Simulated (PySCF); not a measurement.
**[Pb3]2+: other spin states and a change of charge**

How does [Pb3]2+ respond at fixed geometry? The runs cover other spin states and a change of charge. The species was built from a template and needn't be a known compound.

Program: PySCF 2.14.0. Level of theory: PBE, Pb def2-SVP with ECP60; scalar-relativistic core potentials, no spin–orbit coupling. These are calculated values, not measurements.

2 further runs of the same task are left out: 2 for a known fault of the program.

### Step 1. The starting structure

3 atoms, charge 2, spin multiplicity 3.

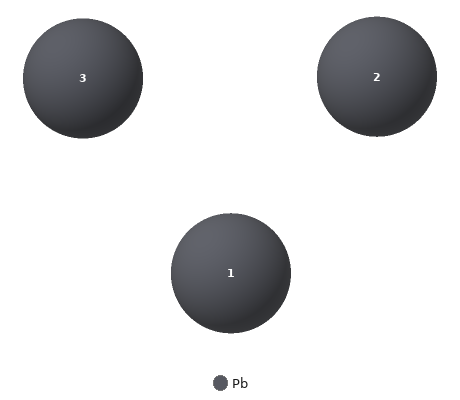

The structure; lead dark grey; atoms are numbered from 1 in the order of the file.

As a file:

```xyz
3

Pb    1.7135   -0.0006    0.0000
Pb   -0.8563    1.9296    0.0000
Pb   -0.8572   -1.9289    0.0000
```

An earlier session relaxed this geometry at PBE, Pb def2-SVP with ECP60 (triplet, point group C2v).

Its energy there is -578.110560 Eh.

### Step 2. Multiplicity 1 at the relaxed geometry

The input, run.py (the lines that set the calculation):

```python
mol = gto.M(atom='''
Pb     1.71353    -0.00062     0.00000
Pb    -0.85634     1.92956     0.00000
Pb    -0.85719    -1.92894     0.00000''',
    basis={'Pb': 'def2-SVP'},
    ecp={'Pb': 'def2-SVP'},
    charge=2, spin=0)
mf = dft.RKS(mol, xc='PBE')
mf.grids.atom_grid = (50, 194)
mf = mf.density_fit()  # fitting sets: Pb def2-universal-JKFIT
mf.conv_tol = 1e-08; mf.max_cycle = 55
mf.kernel(dm0)  # dm0: free metal ions and neutral atoms
```

Command:

```bash
$ OMP_NUM_THREADS=2 python run.py
```

Output:

```text
init E= -574.535554764803
  HOMO = -0.636714239060654  LUMO = -0.608194927405547  gap/eV = 0.77605
cycle= 1 E= -577.837268673682  delta_E= -3.3  |g|= 0.95  |ddm|= 3.87
  HOMO = -0.442853948317354  LUMO = -0.422142232842484  gap/eV = 0.56359
cycle= 2 E= -577.49911923113  delta_E= 0.338  |g|= 1.08  |ddm|= 4.73
  HOMO = -0.523164154647796  LUMO = -0.517235875758055  gap/eV = 0.16132
cycle= 3 E= -577.814824807116  delta_E= -0.316  |g|= 0.668  |ddm|= 3.39
  HOMO = -0.497459659822378  LUMO = -0.489408223646676  gap/eV = 0.21909
cycle= 4 E= -578.103568230892  delta_E= -0.289  |g|= 0.0505  |ddm|=  1.5
  HOMO = -0.488004704083704  LUMO = -0.486568673868999  gap/eV = 0.03908
cycle= 5 E= -578.104157032836  delta_E= -0.000589  |g|= 0.0384  |ddm|= 0.216
  HOMO = -0.491023085722741  LUMO = -0.489445825478815  gap/eV = 0.04292
cycle= 6 E= -578.097674204932  delta_E= 0.00648  |g|= 0.0916  |ddm|= 0.364
  HOMO = -0.491127205952305  LUMO = -0.489516770285286  gap/eV = 0.04382
cycle= 7 E= -578.105037389054  delta_E= -0.00736  |g|= 0.0079  |ddm|= 0.31
  HOMO = -0.491334285922423  LUMO = -0.489490478030061  gap/eV = 0.05017
cycle= 8 E= -578.105083754645  delta_E= -4.64e-05  |g|= 0.00255  |ddm|= 0.0338
  HOMO = -0.491286428005244  LUMO = -0.4895044350391  gap/eV = 0.04849
cycle= 9 E= -578.105089513928  delta_E= -5.76e-06  |g|= 0.000323  |ddm|= 0.0101
  HOMO = -0.491275631391693  LUMO = -0.489494333048341  gap/eV = 0.04847
cycle= 10 E= -578.105089577479  delta_E= -6.36e-08  |g|= 6.38e-05  |ddm|= 0.000663
  HOMO = -0.491277026386783  LUMO = -0.489494059572886  gap/eV = 0.04852
cycle= 11 E= -578.105089580749  delta_E= -3.27e-09  |g|= 7.35e-06  |ddm|= 0.00022
  HOMO = -0.491277126645663  LUMO = -0.489493993822747  gap/eV = 0.04852
Extra cycle  E= -578.105089578349  delta_E= 2.4e-09  |g|= 5.22e-05  |ddm|= 0.000194
converged SCF energy = -578.105089578349
```

Run time: 2.3 s. Hardware: 2 threads of Arm Neoverse V1, shared host.

Result: E = -578.105090 Eh (+0.149 eV from the relaxed state), HOMO -13.37 eV, LUMO -13.32 eV, Mulliken charge on Pb1 +0.52 e. The gap is small, and the closed shell wasn't tested for a lower spin-broken solution.

### Step 3. Multiplicity 5 at the relaxed geometry

run.py (the lines that set the calculation), as its differences from that of step 2:

```diff
@@ -6,4 +6,4 @@
     ecp={'Pb': 'def2-SVP'},
-    charge=2, spin=0)
-mf = dft.RKS(mol, xc='PBE')
+    charge=2, spin=4)
+mf = dft.UKS(mol, xc='PBE')
 mf.grids.atom_grid = (50, 194)
```

Command:

```bash
$ OMP_NUM_THREADS=2 python run.py
```

Output:

```text
init E= -574.566097153451
cycle= 1 E= -577.877638502983  delta_E= -3.31  |g|= 0.644  |ddm|= 2.74
  HOMO = -0.440720166659  LUMO = -0.431909003025  gap/eV = 0.23976
cycle= 2 E= -577.872584645652  delta_E= 0.00505  |g|= 0.584  |ddm|= 2.72
cycle= 3 E= -578.044723236311  delta_E= -0.172  |g|= 0.208  |ddm|= 1.45
cycle= 4 E= -578.094875357724  delta_E= -0.0502  |g|= 0.0521  |ddm|= 0.621
cycle= 5 E= -578.098194582761  delta_E= -0.00332  |g|= 0.018  |ddm|= 0.168
cycle= 6 E= -578.098526916616  delta_E= -0.000332  |g|= 0.00193  |ddm|= 0.0368
cycle= 7 E= -578.098518567252  delta_E= 8.35e-06  |g|= 0.00296  |ddm|= 0.0118
cycle= 8 E= -578.098532203783  delta_E= -1.36e-05  |g|= 0.000414  |ddm|= 0.00867
cycle= 9 E= -578.098532440616  delta_E= -2.37e-07  |g|= 6.52e-05  |ddm|= 0.00109
cycle= 10 E= -578.09853244639  delta_E= -5.77e-09  |g|= 1.2e-05  |ddm|= 0.000197
Extra cycle  E= -578.098532445104  delta_E= 1.29e-09  |g|= 3.32e-05  |ddm|= 0.000118
converged SCF energy = -578.098532445104  <S^2> = 6.0020155  2S+1 = 5.0008061
```

Wall time 2.4 s (2 threads of Arm Neoverse V1, shared host).

Result: E = -578.098532 Eh (+0.327 eV from the relaxed state), HOMO -13.48 eV, LUMO -13.59 eV (over both spins), ⟨S²⟩ = 6.002, Mulliken charge on Pb1 +0.58 e. An empty level of one spin lies below a filled level of the other.

### Step 4. One electron removed, multiplicity 2

run.py (the lines that set the calculation), as its differences from that of step 3:

```diff
@@ -6,3 +6,3 @@
     ecp={'Pb': 'def2-SVP'},
-    charge=2, spin=4)
+    charge=3, spin=1)
 mf = dft.UKS(mol, xc='PBE')
@@ -11,2 +11,2 @@
 mf.conv_tol = 1e-08; mf.max_cycle = 55
-mf.kernel(dm0)  # dm0: free metal ions and neutral atoms
+mf.kernel(dm0)  # dm0: the density of the relaxed state
```

Command:

```bash
$ OMP_NUM_THREADS=2 python run.py
```

Output:

```text
init E= -578.110560110876
  HOMO = -0.50711729211  LUMO = -0.486465487841  gap/eV = 0.56196
cycle= 1 E= -577.516472988589  delta_E= 0.594  |g|= 0.0911  |ddm|= 0.65
  HOMO = -0.707472836142  LUMO = -0.687252602007  gap/eV = 0.55022
cycle= 2 E= -577.517984141653  delta_E= -0.00151  |g|= 0.0913  |ddm|= 0.551
  HOMO = -0.693004685004  LUMO = -0.669506124284  gap/eV = 0.63943
cycle= 3 E= -577.524101630196  delta_E= -0.00612  |g|= 0.0334  |ddm|= 0.281
  HOMO = -0.690465624462  LUMO = -0.669467612981  gap/eV = 0.57138
cycle= 4 E= -577.525313818156  delta_E= -0.00121  |g|= 0.0148  |ddm|= 0.15
  HOMO = -0.68955689776  LUMO = -0.667891948419  gap/eV = 0.58953
cycle= 5 E= -577.52563378364  delta_E= -0.00032  |g|= 0.00185  |ddm|= 0.0525
  HOMO = -0.689438073808  LUMO = -0.66786090602  gap/eV = 0.58714
cycle= 6 E= -577.52563726868  delta_E= -3.49e-06  |g|= 0.000177  |ddm|= 0.0053
  HOMO = -0.689428903571  LUMO = -0.667883742977  gap/eV = 0.58627
cycle= 7 E= -577.525637485196  delta_E= -2.17e-07  |g|= 0.000102  |ddm|= 0.00227
  HOMO = -0.689420169179  LUMO = -0.66789240165  gap/eV = 0.58580
cycle= 8 E= -577.525637517429  delta_E= -3.22e-08  |g|= 0.000154  |ddm|= 0.00146
  HOMO = -0.689414581024  LUMO = -0.667898585255  gap/eV = 0.58548
cycle= 9 E= -577.525637565018  delta_E= -4.76e-08  |g|= 5.27e-05  |ddm|= 0.000967
  HOMO = -0.689411425957  LUMO = -0.667902880739  gap/eV = 0.58528
cycle= 10 E= -577.525637571458  delta_E= -6.44e-09  |g|= 7.54e-06  |ddm|= 0.000382
  HOMO = -0.689410532142  LUMO = -0.667903891427  gap/eV = 0.58523
Extra cycle  E= -577.525637571151  delta_E= 3.07e-10  |g|= 1.67e-05  |ddm|= 7.34e-05
converged SCF energy = -577.525637571151  <S^2> = 0.80955741  2S+1 = 2.0586961
```

It took 2.5 s on 2 threads of Arm Neoverse V1, shared host.

Result: E = -577.525638 Eh (+15.917 eV from the relaxed state), HOMO -18.76 eV, LUMO -18.25 eV (over both spins), ⟨S²⟩ = 0.810, Mulliken charge on Pb1 +0.85 e. 

### Step 5. One electron removed, multiplicity 4

run.py (the lines that set the calculation), as its differences from that of step 4:

```diff
@@ -6,3 +6,3 @@
     ecp={'Pb': 'def2-SVP'},
-    charge=3, spin=1)
+    charge=3, spin=3)
 mf = dft.UKS(mol, xc='PBE')
```

Command:

```bash
$ OMP_NUM_THREADS=2 python run.py
```

Output:

```text
init E= -578.110560110876
cycle= 1 E= -577.503184505156  delta_E= 0.607  |g|= 0.0976  |ddm|= 0.763
cycle= 2 E= -577.506063845397  delta_E= -0.00288  |g|= 0.0961  |ddm|= 0.572
cycle= 3 E= -577.512679588732  delta_E= -0.00662  |g|= 0.0365  |ddm|= 0.275
cycle= 4 E= -577.513762718843  delta_E= -0.00108  |g|= 0.0217  |ddm|= 0.155
cycle= 5 E= -577.514397235595  delta_E= -0.000635  |g|= 0.00305  |ddm|= 0.063
cycle= 6 E= -577.514404640373  delta_E= -7.4e-06  |g|= 0.000578  |ddm|= 0.00716
cycle= 7 E= -577.514401886391  delta_E= 2.75e-06  |g|= 0.00138  |ddm|= 0.00616
cycle= 8 E= -577.514405196075  delta_E= -3.31e-06  |g|= 6.99e-05  |ddm|= 0.00451
cycle= 9 E= -577.514405201401  delta_E= -5.33e-09  |g|= 1.36e-05  |ddm|= 0.000201
Extra cycle  E= -577.514405201111  delta_E= 2.9e-10  |g|= 1.98e-05  |ddm|= 8.66e-05
converged SCF energy = -577.514405201111  <S^2> = 3.7514797  2S+1 = 4.0007398
```

Wall time 2.3 s (2 threads of Arm Neoverse V1, shared host).

It gives: E = -577.514405 Eh (+16.222 eV from the relaxed state), HOMO -18.56 eV, LUMO -18.66 eV (over both spins), ⟨S²⟩ = 3.751, Mulliken charge on Pb1 +0.82 e. An empty level of one spin lies below a filled level of the other.

### Step 6. One electron added, multiplicity 2

run.py (the lines that set the calculation), as its differences from that of step 5:

```diff
@@ -6,3 +6,3 @@
     ecp={'Pb': 'def2-SVP'},
-    charge=3, spin=3)
+    charge=1, spin=1)
 mf = dft.UKS(mol, xc='PBE')
```

Command:

```bash
$ OMP_NUM_THREADS=2 python run.py
```

Output:

```text
init E= -578.110560110876
  HOMO = -0.486465487841  LUMO = -0.475995181175  gap/eV = 0.28491
cycle= 1 E= -578.497497544324  delta_E= -0.387  |g|= 0.107  |ddm|= 0.723
cycle= 2 E= -578.457062043129  delta_E= 0.0404  |g|= 0.206  |ddm|= 0.807
  HOMO = -0.31050788014  LUMO = -0.30147903491  gap/eV = 0.24569
cycle= 3 E= -578.483988572049  delta_E= -0.0269  |g|= 0.148  |ddm|= 0.723
  HOMO = -0.313738158334  LUMO = -0.306312755906  gap/eV = 0.20206
cycle= 4 E= -578.512211543139  delta_E= -0.0282  |g|= 0.00707  |ddm|= 0.307
  HOMO = -0.316834544758  LUMO = -0.30803440103  gap/eV = 0.23946
cycle= 5 E= -578.511968680169  delta_E= 0.000243  |g|= 0.0152  |ddm|= 0.0553
  HOMO = -0.316946880156  LUMO = -0.308114606583  gap/eV = 0.24034
cycle= 6 E= -578.511777899278  delta_E= 0.000191  |g|= 0.0188  |ddm|= 0.0827
  HOMO = -0.317137091907  LUMO = -0.30825731178  gap/eV = 0.24163
cycle= 7 E= -578.512345202259  delta_E= -0.000567  |g|= 0.00125  |ddm|= 0.049
  HOMO = -0.317315874974  LUMO = -0.308206492125  gap/eV = 0.24788
cycle= 8 E= -578.512373637047  delta_E= -2.84e-05  |g|= 0.000657  |ddm|= 0.0286
  HOMO = -0.317484716953  LUMO = -0.308207066808  gap/eV = 0.25246
cycle= 9 E= -578.512385098308  delta_E= -1.15e-05  |g|= 0.000288  |ddm|= 0.028
  HOMO = -0.317523847533  LUMO = -0.308215897594  gap/eV = 0.25328
cycle= 10 E= -578.512386028824  delta_E= -9.31e-07  |g|= 0.000168  |ddm|= 0.00557
  HOMO = -0.317527537656  LUMO = -0.308219137008  gap/eV = 0.25329
cycle= 11 E= -578.512386609992  delta_E= -5.81e-07  |g|= 0.000199  |ddm|= 0.00274
  HOMO = -0.317535265959  LUMO = -0.308226219618  gap/eV = 0.25331
cycle= 12 E= -578.512385409404  delta_E= 1.2e-06  |g|= 0.000114  |ddm|= 0.0069
  HOMO = -0.317528923555  LUMO = -0.308220329989  gap/eV = 0.25330
cycle= 13 E= -578.512385052113  delta_E= 3.57e-07  |g|= 5.91e-05  |ddm|= 0.00582
  HOMO = -0.317530709931  LUMO = -0.308220996781  gap/eV = 0.25333
cycle= 14 E= -578.512385052982  delta_E= -8.7e-10  |g|= 7.22e-06  |ddm|= 0.000808
  HOMO = -0.317531474155  LUMO = -0.308222081727  gap/eV = 0.25332
Extra cycle  E= -578.512385052118  delta_E= 8.64e-10  |g|= 2.57e-05  |ddm|= 8.27e-05
converged SCF energy = -578.512385052118  <S^2> = 0.75091628  2S+1 = 2.0009161
```

Run time: 3.2 s. Hardware: 2 threads of Arm Neoverse V1, shared host.

It gives: E = -578.512385 Eh (-10.934 eV from the relaxed state), HOMO -8.64 eV, LUMO -8.39 eV (over both spins), ⟨S²⟩ = 0.751, Mulliken charge on Pb1 +0.22 e. 

### Step 7. One electron added, multiplicity 4

run.py (the lines that set the calculation), as its differences from that of step 6:

```diff
@@ -6,3 +6,3 @@
     ecp={'Pb': 'def2-SVP'},
-    charge=1, spin=1)
+    charge=1, spin=3)
 mf = dft.UKS(mol, xc='PBE')
```

Command:

```bash
$ OMP_NUM_THREADS=2 python run.py
```

Output:

```text
init E= -578.110560110876
cycle= 1 E= -578.496723605004  delta_E= -0.386  |g|= 0.104  |ddm|= 0.772
cycle= 2 E= -578.461864196511  delta_E= 0.0349  |g|= 0.202  |ddm|= 0.814
  HOMO = -0.309273788631  LUMO = -0.296923686849  gap/eV = 0.33606
cycle= 3 E= -578.503710095317  delta_E= -0.0418  |g|= 0.0804  |ddm|= 0.574
  HOMO = -0.313628617389  LUMO = -0.307343263689  gap/eV = 0.17103
cycle= 4 E= -578.511464631998  delta_E= -0.00775  |g|= 0.0168  |ddm|= 0.217
  HOMO = -0.316697489728  LUMO = -0.308533019078  gap/eV = 0.22217
cycle= 5 E= -578.511828762815  delta_E= -0.000364  |g|= 0.0034  |ddm|= 0.0397
  HOMO = -0.317029810733  LUMO = -0.308744637856  gap/eV = 0.22545
cycle= 6 E= -578.511815801438  delta_E= 1.3e-05  |g|= 0.0041  |ddm|= 0.0144
  HOMO = -0.317057899801  LUMO = -0.308759776977  gap/eV = 0.22580
cycle= 7 E= -578.511834172235  delta_E= -1.84e-05  |g|= 0.00218  |ddm|= 0.0147
  HOMO = -0.317081747874  LUMO = -0.308760737774  gap/eV = 0.22643
cycle= 8 E= -578.511841500439  delta_E= -7.33e-06  |g|= 0.000103  |ddm|= 0.00572
  HOMO = -0.317086647769  LUMO = -0.30875136498  gap/eV = 0.22681
cycle= 9 E= -578.511841520206  delta_E= -1.98e-08  |g|= 4.97e-05  |ddm|= 0.000522
  HOMO = -0.317087928921  LUMO = -0.30875536063  gap/eV = 0.22674
cycle= 10 E= -578.511841523159  delta_E= -2.95e-09  |g|= 1.58e-05  |ddm|= 0.000174
  HOMO = -0.317086179435  LUMO = -0.308758447717  gap/eV = 0.22661
Extra cycle  E= -578.511841520165  delta_E= 2.99e-09  |g|= 4.96e-05  |ddm|= 0.000157
converged SCF energy = -578.511841520165  <S^2> = 3.7516359  2S+1 = 4.0008179
```

Run time: 2.5 s. Hardware: 2 threads of Arm Neoverse V1, shared host.

It gives: E = -578.511842 Eh (-10.919 eV from the relaxed state), HOMO -8.63 eV, LUMO -8.40 eV (over both spins), ⟨S²⟩ = 3.752, Mulliken charge on Pb1 +0.27 e. 

### Step 8. The states side by side

| state | energy from the relaxed state (eV) | ⟨S²⟩ | time |
| --- | --- | --- | --- |
| charge +2, triplet, vacuum (relaxed) | 0 | 2.10 |  |
| charge +1, doublet, vacuum | -10.93 | 0.75 | 3.2 s |
| charge +1, quartet, vacuum | -10.92 | 3.75 | 2.5 s |
| charge +2, singlet, vacuum | 0.15 | 0.00 | 2.3 s |
| charge +2, quintet, vacuum | 0.33 | 6.00 | 2.4 s |
| charge +3, doublet, vacuum | 15.92 | 0.81 | 2.5 s |
| charge +3, quartet, vacuum | 16.22 | 3.75 | 2.3 s |

An electron taken off or put on is at rest in vacuum. 

Removing an electron vertically costs 15.92 eV (doublet), against −HOMO = 13.59 eV. Adding an electron vertically releases 10.93 eV (doublet). The singlet lies 0.15 eV above at this geometry. These are double-zeta-type bases without diffuse functions. Spin–orbit coupling is left out for this open shell, where it can reorder the states. Open shells may have lower solutions than the one found.
